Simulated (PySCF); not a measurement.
C₂H₅BO₂, SMILES BOC(C)=O at its CAM-B3LYP/def2-SVP optimised geometry (Å):

```
10

B      1.1150     1.2758     0.0000
H      0.4446     2.2737     0.0000
H      2.3183     1.2758     0.0000
O      0.5259     0.0488    -0.0452
C     -0.8314    -0.1542     0.0751
C     -1.2398    -1.4433    -0.5695
O     -1.5416     0.6062     0.6542
H     -2.3183    -1.5928    -0.4526
H     -0.6865    -2.2737    -0.1076
H     -0.9679    -1.4279    -1.6349
```

Level of theory: CAM-B3LYP/def2-TZVP run with PySCF. Cells within 0.4 Å of a nucleus heavier than hydrogen are left out (blank, or x).

Map of the electrostatic potential (hartree/e), clipped to [-0.08, 0.12] on the plane z = 0.0 Å:

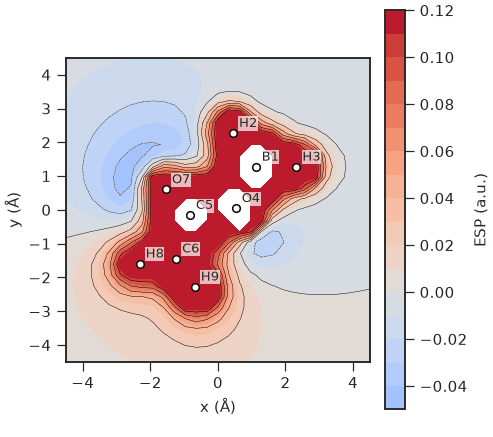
Fig. 1. Electrostatic potential (hartree/e), clipped to [-0.08, 0.12] on the plane z = 0.0 Å.
